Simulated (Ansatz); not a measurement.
## What TiZnSe3 (model cell, started as cubic perovskite with Ti in the octahedra) distorts into

Wanted: the energy along a soft mode of TiZnSe3 (model cell, started as cubic perovskite with Ti in the octahedra) and the structure at the end.

Method: DFT PBE, scalar-relativistic, plane waves, PAW; PAW set soft_1, in Ansatz 0.2.0.

The structure was built from a prototype and need not be the compound's stable phase.

## (1) The structure

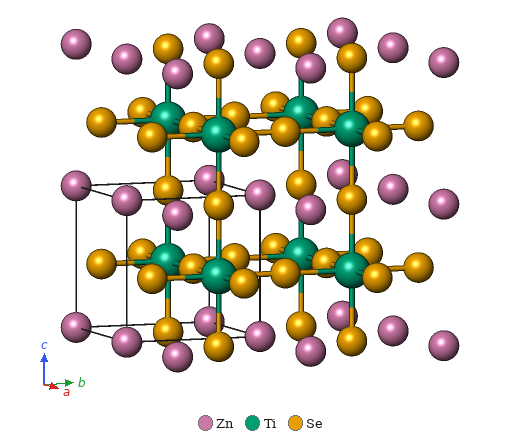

The cell as given, slightly off an axis (zinc pink, titanium teal, selenium orange). 2×2×2 cells are drawn. Some periodic images of atoms are drawn too.

## (2) Phonons on a q mesh

The cell comes from relaxations at this level that are not shown. Stability and thermal properties need the whole zone. Linear response on a 2×2×2 q mesh gives force constants as far as a supercell of that size would.

File input.yaml:

```yaml
crystal:
  lattice:
    - [4.9563954824, 0.0, 0.0]
    - [0.0, 4.9563954824, 0.0]
    - [0.0, 0.0, 4.9563954824]
  atoms:
    - { symbol: Zn, position: [0.0, 0.0, 0.0] }
    - { symbol: Ti, position: [0.5, 0.5, 0.5] }
    - { symbol: Se, position: [0.5, 0.5, 0.0] }
    - { symbol: Se, position: [0.5, 0.0, 0.5] }
    - { symbol: Se, position: [0.0, 0.5, 0.5] }
kpoints:
  mp_grid: { grid: [8, 8, 8] }
hamiltonian:
  xc: pbe
  pseudopotentials: { kind: paw, azcp: { folder: soft_1 } }
scf:
  occupations: { method: methfessel_paxton, width: 0.2 }
output:
  eigenvalues: true
phonons:
  method: dfpt
  qmesh: [2, 2, 2]
  temperatures: { t_max: 1000, t_step: 50 }
  qpath:
    path:
      - [[0.0, 0.0, 0.0], [0.0, 0.5, 0.0], [0.5, 0.5, 0.0], [0.0, 0.0, 0.0], [0.5, 0.5, 0.5], [0.0, 0.5, 0.0]]
      - [[0.5, 0.5, 0.5], [0.5, 0.5, 0.0]]
    npoints: 10
```

Command:

```sh
> ansatz run input.yaml --threads 4 --pin off --max-ram 16384MiB --backend cpu --events-out ev --progress --plain --runs-dir out
```

Numbers of over 12 decimals in the logs are rounded to 6 here.

What it wrote:

```text
Engine: ansatz 0.2.0, aarch64-unknown-linux-gnu
Pseudopotentials: kind: paw
Pseudopotential: Zn, paw, valence charge 12, recommended cutoff 420 eV (normal), soft_1/Zn.paw.azcp
Pseudopotential: Ti, paw, valence charge 12, recommended cutoff 420 eV (normal), soft_1/Ti.paw.azcp
Pseudopotential: Se, paw, valence charge 16, recommended cutoff 420 eV (normal), soft_1/Se.paw.azcp
Functional definition: PBE
  parameter kappa = 0.804
  parameter beta = 0.066725
  exchange = pbe_x(kappa = kappa, mu = beta*pi^2/3)
  correlation = pbe_c(beta = beta)
Crystal: 5 atoms, lattice volume = 121.758 Å³
Basis set: ecut = 420 eV, 2373 PW (Γ), exchange–correlation on 72×72×72 points (8 copies of the dense FFT grid, shifted against one another)
Bands: 44, of which v1, the nominal top of the filled ones, is band 36 counted from 1 (35 counted from 0)
Symmetry: 48 space group operations
k-points: 35 of 512
Non-local potential: Zn, projectors of the file, l = 0: 2, l = 1: 2, l = 2: 3, l = 3: 1
Non-local potential: Ti, projectors of the file, l = 0: 3, l = 1: 2, l = 2: 3, l = 3: 1
Non-local potential: Se, projectors of the file, l = 0: 2, l = 1: 2, l = 2: 3, l = 3: 1
PAW form: soft (Blöchl's): semilocal exchange-correlation on the pseudo side does not see the compensation charge
PAW one-centre angular grid: Zn, 590 points (default); XC on 64 Gauss nodes
PAW one-centre angular grid: Ti, 590 points (default); XC on 64 Gauss nodes
PAW one-centre angular grid: Se, 590 points (default); XC on 64 Gauss nodes
Initial density: superposition of atomic densities (chi_scale 0.1, normalization cell, long waves kept (reshape's long-wave potential 0.00 eV rms))
Initial wavefunctions: pseudopotential atomic-orbital guess
Functional: x = pbe(κ = 0.804, μ = 0.219515), c = pbe(β = 0.066725)
SCF iter   1: F=—  HF=-22231.935844 eV  |F-HF|=—  |Δ(HF+E_count)|=         —  Δρ=1.76e-1  dr2=7.24e1  ethr=3.10e-3  ⟨swp⟩=5.9  Hψ=5405  notcnv=0
preconditioner: auto → LDOS  [metal: Δε(μ)=0.051 eV  Ē_g=7.949 eV  σ=0.200 eV  W_gap=0.21  n_scr=26 (ndim 8)  ℏωp=19.6 eV  f_vac=0.011  D(μ)=4.63/eV (n_scr^D=32)  β→1.0]
SCF iter   2: F=—  HF=-22228.384699 eV  |F-HF|=—  |Δ(HF+E_count)|=    3.55e0  S|Δr|=    0.00e0  Δρ=7.20e-2  dr2=4.29e0  ethr=3.10e-3  ⟨swp⟩=3.0  Hψ=3275  notcnv=0  defer=21
SCF iter   3: F=—  HF=-22227.731808 eV  |F-HF|=—  |Δ(HF+E_count)|=   6.53e-1  S|Δr|=    0.00e0  Δρ=4.41e-2  dr2=2.46e0  ethr=3.10e-3  ⟨swp⟩=3.1  Hψ=3023  notcnv=0  defer=67
SCF iter   4: F=—  HF=-22227.177110 eV  |F-HF|=—  |Δ(HF+E_count)|=   5.55e-1  S|Δr|=    0.00e0  Δρ=1.25e-2  dr2=3.16e-1  ethr=3.10e-3  ⟨swp⟩=2.0  Hψ=2517  notcnv=0  defer=73
SCF iter   5: F=—  HF=-22227.141302 eV  |F-HF|=—  |Δ(HF+E_count)|=   3.58e-2  S|Δr|=    0.00e0  Δρ=1.93e-3  dr2=8.38e-3  ethr=4.39e-4  ⟨swp⟩=2.0  Hψ=1979  notcnv=0  defer=67
SCF iter   6: F=—  HF=-22227.140867 eV  |F-HF|=—  |Δ(HF+E_count)|=   4.35e-4  S|Δr|=    0.00e0  Δρ=5.47e-4  dr2=2.49e-4  ethr=1.16e-5  ⟨swp⟩=2.5  Hψ=2453  notcnv=0  defer=67
SCF iter   7: F=—  HF=-22227.140846 eV  |F-HF|=—  |Δ(HF+E_count)|=   2.16e-5  S|Δr|=    0.00e0  Δρ=1.70e-4  dr2=5.70e-5  ethr=3.46e-7  ⟨swp⟩=2.0  Hψ=2698  notcnv=0  defer=67
SCF iter   8: F=—  HF=-22227.140834 eV  |F-HF|=—  |Δ(HF+E_count)|=   1.21e-5  S|Δr|=    0.00e0  Δρ=5.07e-5  dr2=5.28e-6  ethr=7.92e-8  ⟨swp⟩=2.0  Hψ=2695  notcnv=0  defer=67
SCF iter   9: F=—  HF=-22227.140831 eV  |F-HF|=—  |Δ(HF+E_count)|=   2.34e-6  S|Δr|=    0.00e0  Δρ=1.07e-5  dr2=2.89e-7  ethr=7.33e-9  ⟨swp⟩=1.5  Hψ=1502  notcnv=0  defer=67
SCF iter  10: F=—  HF=-22227.140831 eV  |F-HF|=—  |Δ(HF+E_count)|=   1.03e-8  S|Δr|=    0.00e0  Δρ=2.85e-6  dr2=1.40e-8  ethr=4.01e-10  ⟨swp⟩=2.0  Hψ=1736  notcnv=0  defer=67
SCF iter  11: F=—  HF=-22227.140831 eV  |F-HF|=—  |Δ(HF+E_count)|=   2.73e-9  S|Δr|=    0.00e0  Δρ=8.39e-7  dr2=1.22e-9  ethr=1.94e-11  ⟨swp⟩=2.0  Hψ=1949  notcnv=0  defer=67
SCF iter  12: F=—  HF=-22227.140831 eV  |F-HF|=—  |Δ(HF+E_count)|=  1.31e-10  S|Δr|=    0.00e0  Δρ=2.15e-7  dr2=7.71e-11  ethr=1.69e-12  ⟨swp⟩=2.1  Hψ=2095  notcnv=0  defer=67
SCF iter  13: F=-22227.140831 eV  HF=-22227.140831 eV  |F-HF|=0.00e0  |Δ(HF+E_count)|=  3.64e-12  S|Δr|=    0.00e0  Δρ=2.53e-8  dr2=9.39e-13  ethr=1.00e-12  ⟨swp⟩=10.5  Hψ=7377  notcnv=0
SCF 1 converged in 13 iterations: F = -22227.140831 eV  dr2 = 9.39e-13
  greatest PAW one-centre occupation: 1.000 electrons in one spin orbital (limit 2), on the Se atom at site 4 (counted from 0), in its partial waves of l = 2
Initial density: read from a saved state, or passed on in memory by an earlier SCF of this step, an earlier step, the calling program or the single point that the run made first
iter 1 solved again at ethr=8.78e-8 eV; its pass at ethr=3.10e-3 eV (dr2=6.32e-5 eV) is discarded
SCF iter   1: F=—  HF=-22227.140833 eV  |F-HF|=—  |Δ(HF+E_count)|=         —  Δρ=2.98e-7  dr2=1.69e-10  ethr=8.78e-8  ⟨swp⟩=3.0  Hψ=9462  notcnv=0
eigensolver tolerance schedule: the retry pair's looser diagonalisation over-reported the residual by 374626.69 of it (diagonalisation noise at an unbounded share of the residual, at the tolerance the schedule requests for it); recorded, not acted on — ethr = c·dr2/N_el stays at c = 1.0e-1
preconditioner: auto → LDOS  [metal: Δε(μ)=0.066 eV  Ē_g=7.852 eV  σ=0.200 eV  W_gap=0.28  n_scr=26 (ndim 8)  ℏωp=19.6 eV  f_vac=0.022  D(μ)=3.62/eV (n_scr^D=26)  β→1.0]
SCF iter   2: F=—  HF=-22227.140831 eV  |F-HF|=—  |Δ(HF+E_count)|=   1.53e-6  S|Δr|=    0.00e0  Δρ=4.26e-7  dr2=2.15e-10  ethr=1.00e-12  ⟨swp⟩=3.2  Hψ=3933  notcnv=0
SCF iter   3: F=—  HF=-22227.140831 eV  |F-HF|=—  |Δ(HF+E_count)|=  1.38e-10  S|Δr|=    0.00e0  Δρ=1.63e-7  dr2=5.19e-11  ethr=1.00e-12  ⟨swp⟩=3.0  Hψ=2925  notcnv=0
SCF iter   4: F=—  HF=-22227.140831 eV  |F-HF|=—  |Δ(HF+E_count)|=  3.64e-12  S|Δr|=    0.00e0  Δρ=1.35e-7  dr2=2.62e-11  ethr=1.00e-12  ⟨swp⟩=1.0  Hψ=1540  notcnv=0
SCF iter   5: F=-22227.140831 eV  HF=-22227.140831 eV  |F-HF|=1.09e-11  |Δ(HF+E_count)|=  7.28e-12  S|Δr|=    0.00e0  Δρ=7.04e-8  dr2=9.39e-12  ethr=1.00e-12  ⟨swp⟩=2.1  Hψ=3588  notcnv=0
SCF 2 converged in 5 iterations: F = -22227.140831 eV  dr2 = 9.39e-12
  greatest PAW one-centre occupation: 1.000 electrons in one spin orbital (limit 2), on the Se atom at site 2 (counted from 0), in its partial waves of l = 2
phonons: the bands overlap, so this run is a metal and interpolates without the dipole-dipole term. If the crystal is really an insulator or semiconductor, its LO-TO splitting is missing
NSCF: frozen V_eff on 35 k-points
NSCF: frozen V_eff on 125 k-points
DFPT response loops at q = (0, 0, 0) (fractional): preconditioner auto → Kerker (q_TF=auto, 2.500 Å⁻¹) (partly filled bands, converged f_vac=0.022); β = 1.00, the filter's whole step (`scf.mixing.beta` (0.50) is not read by the response loops under this deck's `scf.mixing.preconditioner`; to damp them name `kerker` or `kerker_dos`, under which they read `scf.mixing.beta`, and type it under 1.00, their step now; both keys bind the ground state too); Broyden in place of MSR1
NSCF: frozen V_eff on 250 k-points
DFPT response loops at q = (0, 0, -0.5) (fractional): mixed as the last ones told, above
NSCF: frozen V_eff on 250 k-points
DFPT response loops at q = (0, -0.5, -0.5) (fractional): mixed as the last ones told, above
NSCF: frozen V_eff on 250 k-points
DFPT response loops at q = (-0.5, -0.5, -0.5) (fractional): mixed as the last ones told, above
SCF converged after 13 iterations
Stability not checked: this state was not tested for a lower state beside it, because cold or Methfessel-Paxton smearing, or corrected tetrahedra, fill the levels in a way that the test cannot read (fill_not_monotonic; see scf.lower_state_search)
Free energy (F): -22227.140831 eV
Harris-Foulkes:  -22227.140831 eV  (|F-HF|=0.00e0)
Internal energy: -22227.149335 eV  (E = F + TS)
E sigma→0 (E₀):  -22227.142957 eV
Entropy (-TS):   0.008504 eV (1.701 meV/atom)
Fermi energy:    6.944286 eV
--- Per-component energies (eV) ---
  E_band       = -1409.760446
  E_kinetic    = 754.135551
  E_local      = -11439.684366  (includes V_loc(G=0)·N_el)
  E_nonlocal   = -181.079094
  E_hartree    = 5538.714021
  E_xc         = -446.247862
  E_vxc        = -462.621076  (∫ρ·V_xc dr)
  E_paw        = -9330.036525  (= ΣΔE_a)
  E_vpaw       = -1157.938007  (= ΣTr[D̂ρ^β])
  E_aug_tail   = -0.001493  (compensation charges beyond the density's cutoff)
  E_ewald      = -7122.949566
  E_smearing   = 0.008504  (= −TS)
  E_closure    = -0.000000  (closes the sum)
  Σ components = -22227.140831   (vs F -22227.140831, Δ=0.00e0)
--- Band table (eV; the first three rows and the last of 35) ---
  k-point 0: bands = [... 32 lower, 6.2209, 6.2209, 6.8977, 6.8977, 6.8977, 7.1940, 7.1940, 7.1940, ... 4 higher]
  k-point 1: bands = [... 32 lower, 5.9228, 6.1428, 6.6703, 6.7259, 6.7259, 7.1982, 7.6822, 7.6822, ... 4 higher]
  k-point 2: bands = [... 32 lower, 5.3499, 5.9681, 6.7213, 6.7213, 6.9674, 7.2086, 8.2763, 8.2763, ... 4 higher]
  k-point 34: bands = [... 32 lower, 3.7473, 5.2714, 7.7060, 7.7060, 7.7060, 8.7582, 8.7582, 8.7582, ... 4 higher]
--- Phonons (Γ-DFPT): 4 representative perturbations + reference (Σ response iterations 13) ---
  ASR residual: 2.326e-5 → 0.000e0 eV/Å²; symmetrization residual: 1.623e-5 eV/Å²
  ASR residual per site (eV/Å²): 4.73e-6 1.45e-5 2.33e-5 2.33e-5 2.33e-5
  Γ frequencies (cm⁻¹): -143.82 -143.82 -143.82 -76.84 -76.84 -76.84 -60.41 -60.41 -60.41 0.00 0.00 0.00 194.58 194.58 194.58
--- Phonons (arbitrary-q DFPT): 4 irreducible q on the 2×2×2 mesh ---
  q = [0.0000, 0.0000, 0.0000] (star 1, of the zone-centre solve; hermiticity 4.23e-6, symmetrization 5.53e-12): -143.82 -143.82 -143.82 -76.84 -76.84 -76.84 -60.41 -60.41 -60.41 0.00 0.00 0.00 194.58 194.58 194.58
  q = [0.0000, 0.0000, -0.5000] (star 3, 9 solved perturbations in 975 linear systems a pass and spin channel, the states on 125 of 512 k-point pairs; hermiticity 2.19e-6, symmetrization 5.07e-12): -105.39 -105.39 -84.93 -64.97 -64.97 -57.70 -35.39 -35.39 -14.20 42.49 42.49 204.43 204.43 205.10 213.71
  q = [0.0000, -0.5000, -0.5000] (star 3, 9 solved perturbations in 975 linear systems a pass and spin channel, the states on 125 of 512 k-point pairs; hermiticity 2.32e-6, symmetrization 1.10e-12): -108.05 -80.47 -80.47 -67.48 -47.60 -31.80 -31.80 34.68 34.68 90.97 186.83 196.25 196.25 222.19 232.11
  q = [-0.5000, -0.5000, -0.5000] (star 1, 4 solved perturbations in 350 linear systems a pass and spin channel, the states on 125 of 512 k-point pairs; hermiticity 2.21e-6, symmetrization 2.60e-12): -113.56 -113.56 -113.56 -60.90 -60.90 -60.90 99.21 99.21 99.21 185.48 185.48 185.48 198.39 198.39 251.70
  sum rule: each row above includes the acoustic sum rule's correction from the zone centre's row sums; it moved no ω² by more than (0.29 cm⁻¹)²
  mesh force constants: q→R imaginary residual 3.55e-18; ASR residual 2.326e-5 → 0.000e0 eV/Å²; symmetrization residual 1.243e-14 eV/Å²
  interpolated dispersion: 62 rows × 15 modes
  density of states and harmonic sums: on the 14×14×14 q-mesh, interpolated from the force constants of a 2×2×2 supercell (no non-analytic term)
  largest difference from the sums on the solved wave vectors: F 2.56e-1 eV, S 3.54e-4 and C_V 1.01e-4 eV/K
  zero-point energy: 0.068135 eV/cell   skipped modes (ω ≤ 0): 870, of them read as no rigid motion or as one in doubt: 867 (7.101e0 modes/cell left out, lowest -143.82 cm⁻¹)   left out of the sums: 4.73e-1 of the cell's modes: C_V's classical limit lies that fraction below 3 k_B per atom; for a crystal, a wire or a layer, F and S can be off by more, and a phonons.interpolated_qmesh denser along its periods is the remedy for the sampling
```

The job ended after 8.1 min (4 threads of Arm Neoverse V1, shared host; peak memory 1.9 GiB).

The column dr2 measures how far the density is from self-consistency, as an energy; F and HF (Harris–Foulkes) agree once it is small.

This step gave:

| Item | Value |
| --- | --- |
| volume per atom | 24.35 Å³ |
| gap on the k-mesh | 0 eV |
| sum-rule residual before enforcement | 2.33e-5 eV/Å² |
| lowest frequency on the path | -143.8 cm⁻¹ |
| point group | m-3m |
| highest frequency on the path or at a solved wavevector | 251.7 cm⁻¹ |
| highest optical mode at the zone centre (no LO-TO term) | 194.6 cm⁻¹ |
| lowest optical zone-centre mode | -143.8 cm⁻¹ |
| lowest mode on the q mesh (acoustic modes at Γ apart) | -143.8 cm⁻¹ |

Frequencies (cm⁻¹) solved at each irreducible wavevector; negative means imaginary. Frequencies by wavevector, by row:

```
q in reciprocal lattice units  star  mode 1  mode 2  mode 3  mode 4  mode 13  mode 14  mode 15
                        0 0 0     1  -143.8  -143.8  -143.8   -76.8    194.6    194.6    194.6
                     0 0 -0.5     3  -105.4  -105.4   -84.9     -65    204.4    205.1    213.7
                  0 -0.5 -0.5     3    -108   -80.5   -80.5   -67.5    196.2    222.2    232.1
               -0.5 -0.5 -0.5     1  -113.6  -113.6  -113.6   -60.9    198.4    198.4    251.7
```

Interpolated from a 2×2×2 q mesh. The phonon branches at the labelled points (cm⁻¹):

| point | branch 1 | branch 2 | branch 3 | branch 4 | branch 12 | branch 13 | branch 14 | branch 15 |
| --- | --- | --- | --- | --- | --- | --- | --- | --- |
| Γ | -144 | -144 | -144 | -77 | 0 | 195 | 195 | 195 |
| X | -105 | -105 | -85 | -65 | 204 | 204 | 205 | 214 |
| M | -108 | -80 | -80 | -68 | 196 | 196 | 222 | 232 |
| Γ | -144 | -144 | -144 | -77 | 0 | 195 | 195 | 195 |
| R | -114 | -114 | -114 | -61 | 186 | 198 | 198 | 252 |
| X | -105 | -105 | -85 | -65 | 204 | 204 | 205 | 214 |
| jump to R | -114 | -114 | -114 | -61 | 186 | 198 | 198 | 252 |
| M | -108 | -80 | -80 | -68 | 196 | 196 | 222 | 232 |

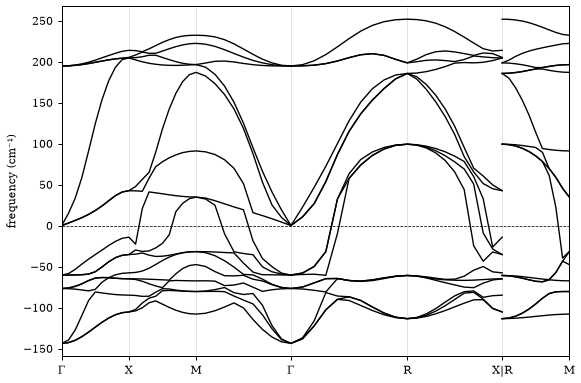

Phonon branches along the path.

Symmetry leaves 4 wavevectors to solve. The lowest mode among them, the acoustic zeros apart, lies at Γ and is imaginary, 143.8i cm⁻¹, so the energy falls along it.

## (3) The mode frozen in, largest atomic shift 0 Å

The mode followed lies at Γ with frequency 143.8i cm⁻¹ and is 3-fold degenerate, the softest among the wavevectors solved. At small amplitude the distorted cell has space group no. 160 by a symmetry search on the positions. The undistorted cell that holds it gives the zero of energy on the same k mesh.

input.yaml, the sections that differ from step 2:

```yaml
output:
  forces: true
  stress: true
  eigenvalues: true
# crystal, kpoints, hamiltonian, scf: as in step 2
# phonons: removed
```

What it wrote:

```text
[...]
Crystal: 5 atoms, lattice volume = 121.758 Å³
Basis set: ecut = 420 eV, 2373 PW (Γ), exchange–correlation on 72×72×72 points (8 copies of the dense FFT grid, shifted against one another)
Bands: 44, of which v1, the nominal top of the filled ones, is band 36 counted from 1 (35 counted from 0)
Symmetry: 48 space group operations
[...]
k-points: 35 of 512
[...]
k-point 0: bands = [... 32 lower, 6.2209, 6.2209, 6.8977, 6.8977, 6.8977, 7.1940, 7.1940, 7.1940, ... 4 higher]
  k-point 1: bands = [... 32 lower, 5.9228, 6.1428, 6.6702, 6.7259, 6.7259, 7.1982, 7.6822, 7.6822, ... 4 higher]
  k-point 2: bands = [... 32 lower, 5.3499, 5.9681, 6.7213, 6.7213, 6.9674, 7.2086, 8.2763, 8.2763, ... 4 higher]
  k-point 34: bands = [... 32 lower, 3.7473, 5.2714, 7.7060, 7.7060, 7.7060, 8.7582, 8.7582, 8.7582, ... 4 higher]
[key lines of the parts left out:]
SCF converged after 10 iterations
Free energy (F): -22227.140831 eV
Fermi energy:    6.944285 eV
P = ⅓ Tr σ = -0.0043 GPa (-0.043 kbar)
```

Elapsed: 5.7 s, on 4 threads; peak memory 0.54 GiB; 19 s of CPU time.

This step gave:

| Property | Result |
| --- | --- |
| pressure | -0.004307 GPa |
| energy from the undistorted cell | 0 meV/atom |

The run ends at a pressure of 0.00 GPa.

## (4) The mode frozen in, largest atomic shift 0.22 Å

The atoms are moved along the unstable eigenvector, the largest shift by 0.22 Å, with the cell fixed.

input.yaml, the sections that differ from step 3:

```yaml
crystal:
  lattice:
    - [4.9563954824, 0.0, 0.0]
    - [0.0, 4.9563954824, 0.0]
    - [0.0, 0.0, 4.9563954824]
  atoms:
    - { symbol: Zn, position: [-0.0061355141, 0.0061355141, 0.0061355141] }
    - { symbol: Ti, position: [0.4743730984, 0.5256269016, 0.5256269016] }
    - { symbol: Se, position: [0.5103886166, 0.4896113834, 0.0001643143] }
    - { symbol: Se, position: [0.5103886166, 0.0001643143, 0.4896113834] }
    - { symbol: Se, position: [-0.0001643143, 0.4896113834, 0.4896113834] }
# kpoints, hamiltonian, scf, output: as in step 3
```

What it wrote:

```text
[...]
Crystal: 5 atoms, lattice volume = 121.758 Å³
Basis set: ecut = 420 eV, 2373 PW (Γ), exchange–correlation on 72×72×72 points (8 copies of the dense FFT grid, shifted against one another)
Bands: 44, of which v1, the nominal top of the filled ones, is band 36 counted from 1 (35 counted from 0)
Symmetry: 6 space group operations
[...]
k-points: 65 of 512 (time reversal used)
[...]
k-point 0: bands = [... 32 lower, 5.9677, 6.2285, 6.2674, 6.5106, 6.5106, 7.7636, 7.7636, 8.1375, ... 4 higher]
  k-point 1: bands = [... 32 lower, 5.8034, 6.0778, 6.1904, 6.5098, 6.6396, 7.7372, 8.0239, 8.1084, ... 4 higher]
  k-point 2: bands = [... 32 lower, 5.4368, 5.8732, 6.2337, 6.5360, 6.9461, 7.8628, 8.3537, 8.4841, ... 4 higher]
  k-point 64: bands = [... 32 lower, 3.9390, 5.2363, 7.6860, 7.6860, 7.7065, 8.7487, 8.8026, 8.8026, ... 4 higher]
[key lines of the parts left out:]
SCF converged after 10 iterations
Free energy (F): -22227.191269 eV
Fermi energy:    6.952947 eV
P = ⅓ Tr σ = 0.4941 GPa (4.941 kbar)
```

Run time: 12 s. Hardware: 4 threads; peak memory 0.58 GiB.

Numbers from this step:

```yaml
pressure: 0.4941 GPa
energy_from_the_undistorted_cell: -10.18 meV/atom
```

The energy, extrapolated to zero smearing, is -10.18 meV/atom against the undistorted cell.

The run ends at a pressure of 0.49 GPa, with forces up to 0.44 eV/Å.

## (5) Energy along the mode, all amplitudes (two of the runs are shown above)

An imaginary frequency means negative curvature, so the energy should fall and then rise again as anharmonic terms take over.

Numbers from this step:

- depth at the lowest point sampled: 10.18 meV/atom
- largest atomic shift at that point: 0.22 Å

The energy from the parent by largest atomic shift:

```
largest atomic shift (Å)  energy from the parent (meV/atom)
                   0.000                                  0
                   0.040                             -0.881
                   0.080                              -2.92
                   0.140                              -6.65
                   0.220                              -10.2
                   0.320                              -6.07
                   0.450                               22.7
```

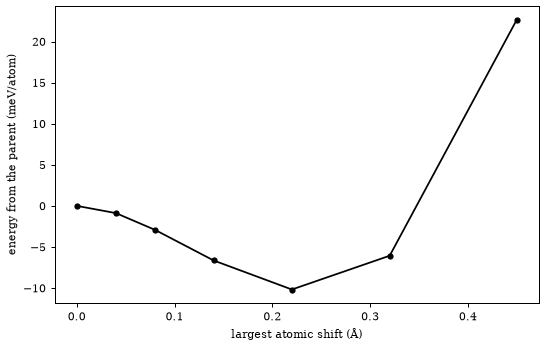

Energy from the parent, plotted against largest atomic shift.

Displacement at unit largest shift by atom:

| atom | x (Å) | y (Å) | z (Å) | size |
| --- | --- | --- | --- | --- |
| Zn1 | -0.138 | 0.138 | 0.138 | 0.239 |
| Ti2 | -0.577 | 0.577 | 0.577 | 0.999 |
| Se3 | 0.234 | -0.234 | 0.004 | 0.331 |
| Se4 | 0.234 | 0.004 | -0.234 | 0.331 |
| Se5 | -0.004 | -0.234 | -0.234 | 0.331 |

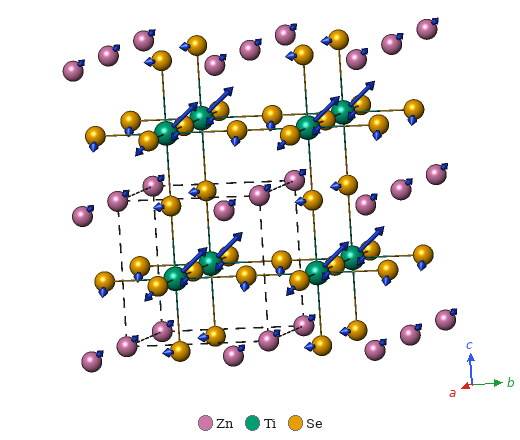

Displacement at unit largest shift as arrows, the longest 0.999 Å. 2×2×2 cells are drawn. Some periodic images of atoms are drawn too.

The lowest of the steps tried is at 0.22 Å, 10.2 meV/atom below the parent; the bottom of the well need not coincide with a step.

(Part 1 of 3 ends here.)

[Logs are printed without paths, hosts, clocks, repeated set-up lines and the standing remarks that a program may print on its own settings, such as how far it seeks lower states.]

[Hosts, paths, dates, database ids (printed as entryN), source tags and the programs' standing remarks are cut or masked in the printed files.]
